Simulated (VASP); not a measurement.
Band structure of CuI (zinc blende). These are PBE GGA, VASP's PBE PAW potentials (set 64) (plane waves; VASP) values and carry that method's errors.

Unless said otherwise, spin-orbit coupling is left out, though it shifts the bands of the heavy elements here.

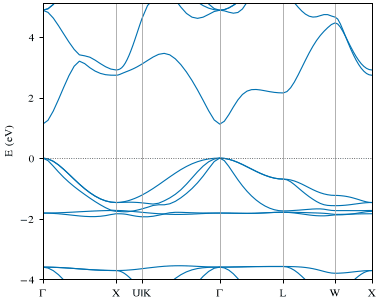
Fig. 1. Bands along high-symmetry lines, zero at the valence-band maximum or, without a gap, the Fermi level

Question: Read the plot: is there a gap, and where are the band edges?

Answer: The gap is direct, 1.12 eV, from the valence maximum at Γ to the conduction minimum at Γ. (Edges off the drawn lines would not show.)

Measured: gap 3.12 eV (computed value off by -2.00 eV), as given by Abedi et al., (2022), arXiv:2211.14644.

The compound is CuI in the zinc blende structure. It was relaxed first.
